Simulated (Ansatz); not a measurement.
# PH4+ (singlet): correlated methods under varied settings at scale of all distances = 1.000

What do other methods and options give for PH4+ (singlet) at this geometry, and how long do they take?

The runs use Ansatz 0.2.0, Gaussian basis; the settings change from run to run.

15 further runs of the same task are left out: 4 for a known fault of the program, 8 that didn't finish, 3 set aside as unsound or not needed.

## (1) The geometry

The geometry derives from a PBE0/def2-TZVP stationary point (not a proven minimum). All distances are scaled together.

5 atoms, charge 1, spin multiplicity 1.

Atoms are counted from 1 here; the program's logs count them from 0.

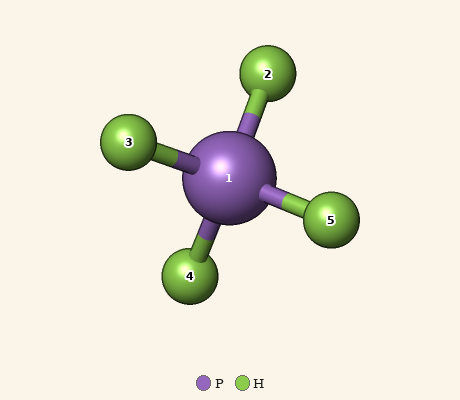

The structure; phosphorus purple, hydrogen green; atoms are numbered from 1 in the order of the file.

## (2) CCSD on RHF/def2-SVP

in.yaml reads:

```yaml
crystal:
  periodic: [false, false, false]
  atoms:
    - {symbol: P, position_ang: [0.000000, 0.000000, 0.000000]}
    - {symbol: H, position_ang: [0.807173, 0.810283, 0.808501]}
    - {symbol: H, position_ang: [-0.810979, -0.806178, 0.808796]}
    - {symbol: H, position_ang: [-0.806323, 0.807018, -0.812604]}
    - {symbol: H, position_ang: [0.810129, -0.811123, -0.804693]}
basis:
  gaussian: {orbitals: def2-SVP}
total_charge: 1
magnetization: {spin_polarized: false}
correlation: {method: ccsd, electrons: valence}
```

The run is started by

```console
$ ansatz run in.yaml --threads 1 --pin off --events-out ev --progress --plain --max-ram 2393MiB
```

Standard output:

```text
Functional definition: HF
  name "HF"
  cite "Fock, Z. Phys. 61, 126 (1930) doi:10.1007/BF01340294"
  parent pbe
  exchange = exact_x
  correlation = 0
370 factors; integrals over basis functions are off by at most 7.5e-4 eV
mean field evaluation 1: about -9324.0587 eV, gradient 1.2e1 eV
mean field evaluation 2: about -9324.0597 eV, gradient 1.2e1 eV
mean field evaluation 4: about -9324.7859 eV, gradient 8.4e-1 eV
mean field evaluation 8: about -9324.7911 eV, gradient 2.0e-6 eV
mean field -9324.79113713 eV, -342.6797537190 hartree, gradient 2.3e-6 eV, S^2 0.000000; 0 other end points of the search recorded, 0 dependent functions left out
5 core orbitals not correlated: weight in the atoms' cores, before any rotation towards them, 1.000 or more for the frozen orbitals, at most 0.000 for the correlated occupied ones
reference -9324.79113713 eV, -342.6797537190 hartree; 4, 4 occupied and 29, 29 virtual orbitals, 370 factors
second order -3.51727371 eV of doubles, -0.00000000 eV of singles
cycle   1  -4.10823646 eV  change   -5.9e-1 eV  update   5.1e-2
cycle   2  -4.30911881 eV  change   -2.0e-1 eV  update   1.7e-2
cycle   3  -4.31454212 eV  change   -5.4e-3 eV  update   3.3e-3
cycle   4  -4.31392999 eV  change    6.1e-4 eV  update   7.4e-4
cycle   5  -4.31373822 eV  change    1.9e-4 eV  update   2.1e-4
cycle   6  -4.31372701 eV  change    1.1e-5 eV  update   4.5e-5
cycle   7  -4.31372973 eV  change   -2.7e-6 eV  update   6.8e-6
Total energy: -9329.10486686 eV, -342.8382803627 hartree
```

It took 0.18 s on 1 thread of Arm Neoverse V2, shared host.

From the report: correlation -4.3137 eV; T1 0.010; largest double amplitude 0.04.

## (3) CCSD/6-31G

Changes to in.yaml since step 2:

```diff
@@ -9,5 +9,6 @@
 basis:
-  gaussian: {orbitals: def2-SVP}
+  gaussian: {orbitals: 6-31G}
 total_charge: 1
 magnetization: {spin_polarized: false}
-correlation: {method: ccsd, electrons: valence}
+hamiltonian: {xc: {name: B3LYP}}
+correlation: {method: ccsd, electrons: all}
```

The command is unchanged.

Standard output, shortened:

```text
Functional definition: B3LYP
  name "B3LYP"
  cite "Stephens, Devlin, Chabalowski & Frisch, J. Phys. Chem. 98, 11623 (1994) doi:10.1021/j100096a001"
  cite "Becke, Phys. Rev. A 38, 3098 (1988) doi:10.1103/PhysRevA.38.3098"
  cite "Lee, Yang & Parr, Phys. Rev. B 37, 785 (1988) doi:10.1103/PhysRevB.37.785"
  cite "Vosko, Wilk & Nusair, Can. J. Phys. 58, 1200 (1980) doi:10.1139/p80-159"
[...]
268 factors; integrals over basis functions are off by at most 2.2e-4 eV
[...]
mean field -9344.53595510 eV, -343.4053623960 hartree, gradient 8.4e-6 eV, S^2 0.000000; 0 other end points of the search recorded, 0 dependent functions left out
reference -9325.14011300 eV, -342.6925783457 hartree; 9, 9 occupied and 12, 12 virtual orbitals, 268 factors
second order -1.95772973 eV of doubles, -0.10506860 eV of singles
cycle   1  -2.47835973 eV  change   -4.2e-1 eV  update   5.0e-2
[...]
cycle   7  -2.68149076 eV  change   -1.3e-5 eV  update   4.2e-6
Total energy: -9327.82160376 eV, -342.7911213136 hartree
```

Run time: 0.45 s. Hardware: 1 thread of Arm Neoverse V2, shared host.

From the report: correlation -2.6815 eV; T1 0.008; largest double amplitude 0.05. The orbitals are Kohn-Sham ones, so correlation energy and T1 don't compare with those on Hartree-Fock orbitals.

## (4) FCI/STO-3G

Changes to in.yaml since step 3:

```diff
@@ -9,6 +9,4 @@
 basis:
-  gaussian: {orbitals: 6-31G}
+  gaussian: {orbitals: STO-3G}
 total_charge: 1
-magnetization: {spin_polarized: false}
-hamiltonian: {xc: {name: B3LYP}}
-correlation: {method: ccsd, electrons: all}
+correlation: {method: fci, electrons: all}
```

Launched as before.

Standard output:

```text
Functional definition: HF
  name "HF"
  cite "Fock, Z. Phys. 61, 126 (1930) doi:10.1007/BF01340294"
  parent pbe
  exchange = exact_x
  correlation = 0
204 factors; integrals over basis functions are off by at most 2.3e-8 eV
mean field evaluation 1: about -9225.3120 eV, gradient 2.1e0 eV
mean field evaluation 2: about -9225.3040 eV, gradient 2.0e0 eV
mean field evaluation 4: about -9225.3186 eV, gradient 2.6e-2 eV
mean field evaluation 8: about -9225.3186 eV, gradient 7.0e-7 eV
mean field -9225.31859491 eV, -339.0242052174 hartree, gradient 7.0e-7 eV, S^2 0.000000; 0 other end points of the search recorded, 0 dependent functions left out
reference -9225.31859491 eV, -339.0242052174 hartree; 9, 9 occupied and 4, 4 virtual orbitals, 204 factors
state -9227.36803129 eV, -339.0995206151 hartree
Total energy: -9227.36803129 eV, -339.0995206151 hartree
```

It took 0.69 s on 1 thread of Arm Neoverse V2, shared host.

From the report: 128,175 determinants, symmetry A1.

## (5) CASSCF(2,5)/6-31G

Changes to in.yaml since step 4:

```diff
@@ -9,4 +9,5 @@
 basis:
-  gaussian: {orbitals: STO-3G}
+  gaussian: {orbitals: 6-31G}
 total_charge: 1
-correlation: {method: fci, electrons: all}
+correlation: {active_space: {window: {electrons: 2, orbitals: 5}}}
+output: {forces: true}
```

The command is unchanged.

Standard output, shortened:

```text
Functional definition: HF
  name "HF"
  cite "Fock, Z. Phys. 61, 126 (1930) doi:10.1007/BF01340294"
  parent pbe
[...]
268 factors; integrals over basis functions are off by at most 2.2e-4 eV
[...]
mean field -9325.25372286 eV, -342.6967534310 hartree, gradient 2.5e-6 eV, S^2 0.000000; 0 other end points of the search recorded, 0 dependent functions left out
reference -9325.25372286 eV, -342.6967534310 hartree; 9, 9 occupied and 12, 12 virtual orbitals, 268 factors
state -9325.75566510 eV, -342.7151994683 hartree
[...]
WARN: the results are in doubt because the forces break the atoms' symmetry
Total energy: -9325.75566510 eV, -342.7151994683 hartree
Atom 0 at     0.000000     0.000000     0.000000 Å, force    -0.277979    -0.279050    -0.278432 eV/Å
Atom 1 at     0.807173     0.810283     0.808501 Å, force     0.214737     0.215564     0.215090 eV/Å
Atom 2 at    -0.810979    -0.806178     0.808796 Å, force     0.060163     0.059823    -0.056649 eV/Å
Atom 3 at    -0.806323     0.807018    -0.812604 Å, force     0.059824    -0.056514     0.060280 eV/Å
Atom 4 at     0.810129    -0.811123    -0.804693 Å, force    -0.056745     0.060177     0.059710 eV/Å
Dipole moment:    -0.003985    -0.004000    -0.003991 e Å
In doubt: the forces break the atoms' symmetry
```

It took 0.42 s on 1 thread of Arm Neoverse V2, shared host.

From the report: 25 determinants; active occupations 1.97, 0.02, 0.00, 0.00, 0.00. The program marks this result as in doubt; its last lines say why.

## (6) HF/cc-pVDZ

Changes to in.yaml since step 5:

```diff
@@ -9,5 +9,7 @@
 basis:
-  gaussian: {orbitals: 6-31G}
+  gaussian: {orbitals: cc-pVDZ}
 total_charge: 1
-correlation: {active_space: {window: {electrons: 2, orbitals: 5}}}
-output: {forces: true}
+magnetization: {spin_polarized: false}
+hamiltonian: {xc: hf}
+accuracy: high
+output: {forces: true, orbitals: {seedname: orbitals}}
```

Same command.

Standard output, shortened:

```text
Functional definition: HF
  name "HF"
  cite "Fock, Z. Phys. 61, 126 (1930) doi:10.1007/BF01340294"
  parent pbe
[...]
863 factors; integrals over basis functions are off by at most 3.4e-9 eV
[...]
mean field -9327.66128573 eV, -342.7852297347 hartree, gradient 2.0e-8 eV, S^2 0.000000; 0 other end points of the search recorded, 0 dependent functions left out
[...]
reference -9327.66128573 eV, -342.7852297347 hartree; 9, 9 occupied and 29, 29 virtual orbitals, 863 factors
Total energy: -9327.66128573 eV, -342.7852297347 hartree
Atom 0 at     0.000000     0.000000     0.000000 Å, force    -0.000000     0.000000     0.000005 eV/Å
Atom 1 at     0.807173     0.810283     0.808501 Å, force    -0.060273    -0.060505    -0.060372 eV/Å
Atom 2 at    -0.810979    -0.806178     0.808796 Å, force     0.060557     0.060199    -0.060394 eV/Å
Atom 3 at    -0.806323     0.807018    -0.812604 Å, force     0.060206    -0.060258     0.060676 eV/Å
Atom 4 at     0.810129    -0.811123    -0.804693 Å, force    -0.060490     0.060565     0.060085 eV/Å
Dipole moment:    -0.000000     0.000000     0.000000 e Å
```

Run time: 0.51 s. Hardware: 1 thread of Arm Neoverse V2, shared host.

## (7) BCCD on UHF/cc-pVDZ

Changes to in.yaml since step 6:

```diff
@@ -11,5 +11,6 @@
 total_charge: 1
-magnetization: {spin_polarized: false}
-hamiltonian: {xc: hf}
-accuracy: high
-output: {forces: true, orbitals: {seedname: orbitals}}
+magnetization: {spin_polarized: true, initial_magnetization: 0}
+hamiltonian: {pseudopotentials: {relativity: none}}
+correlation: {method: bccd, electrons: outside_noble_gas, diis_vectors: 4}
+scf: {lower_state_search: light}
+output: {forces: true}
```

The command is unchanged.

Standard output, shortened:

```text
Functional definition: HF
  name "HF"
  cite "Fock, Z. Phys. 61, 126 (1930) doi:10.1007/BF01340294"
  parent pbe
[...]
364 factors; integrals over basis functions are off by at most 1.1e-3 eV
[...]
mean field -9327.66126955 eV, -342.7852291400 hartree, gradient 2.9e-6 eV, S^2 0.000000; 0 other end points of the search recorded, 0 dependent functions left out
5 core orbitals not correlated: weight in the atoms' cores, before any rotation towards them, 1.000 or more for the frozen orbitals, at most 0.000 for the correlated occupied ones
reference -9327.66126955 eV, -342.7852291400 hartree; 4, 4 occupied and 29, 29 virtual orbitals, 364 factors
second order -3.50630634 eV of doubles, -0.00000000 eV of singles
cycle   1  -4.11638576 eV  change   -6.1e-1 eV  update   5.2e-2
[...]
cycle   8  -4.31735853 eV  change    1.0e-6 eV  update   2.3e-6
[...]
Total energy: -9331.97862807 eV, -342.9438891394 hartree
Atom 0 at     0.000000     0.000000     0.000000 Å, force    -0.000000     0.000000     0.000004 eV/Å
Atom 1 at     0.807173     0.810283     0.808501 Å, force     0.079263     0.079569     0.079394 eV/Å
Atom 2 at    -0.810979    -0.806178     0.808796 Å, force    -0.079637    -0.079166     0.079423 eV/Å
Atom 3 at    -0.806323     0.807018    -0.812604 Å, force    -0.079183     0.079251    -0.079799 eV/Å
Atom 4 at     0.810129    -0.811123    -0.804693 Å, force     0.079557    -0.079654    -0.079022 eV/Å
Dipole moment:     0.000000     0.000000     0.000000 e Å
```

It took 1.1 s on 1 thread of Arm Neoverse V2, shared host.

From the report: ⟨S²⟩ of the determinant 0.000 (pure singlet: 0.00); correlation -4.3174 eV; largest double amplitude 0.04.

## (8) All runs side by side

Where basis and cores are those of an earlier FCI/6-31G run (-9327.7648 eV), and the state is the same kind, the miss against it is given. † marks a result that the program doubts.

```
                         level         correlated  functions  energy (eV)  from FCI (meV)    time
          CCSD on RHF/def2-SVP            valence         38   -9329.1049                  0.18 s
CCSD/6-31G (on B3LYP orbitals)                all         21   -9327.8216                  0.45 s
                    FCI/STO-3G                all         13   -9227.3680                  0.69 s
           CASSCF(2,5)/6-31G †                            21   -9325.7557          2009.1  0.42 s
                    HF/cc-pVDZ                            38   -9327.6613                  0.51 s
           BCCD on UHF/cc-pVDZ  outside noble gas         38   -9331.9786                   1.1 s
```

## (9) Results

| quantity | value |
| --- | --- |
| runs | 6 |
| quickest | CCSD on RHF/def2-SVP, 0.18 s |
| slowest | BCCD on UHF/cc-pVDZ, 1.1 s |

**Reading.** Total energies in different bases, with other cores or another treatment of relativity can't be set against each other. BCCD on UHF/cc-pVDZ took 6 times as long as CCSD on RHF/def2-SVP; the jobs differ in more than the method. Hartree-Fock, CASSCF and CASCI lack dynamic correlation by design.
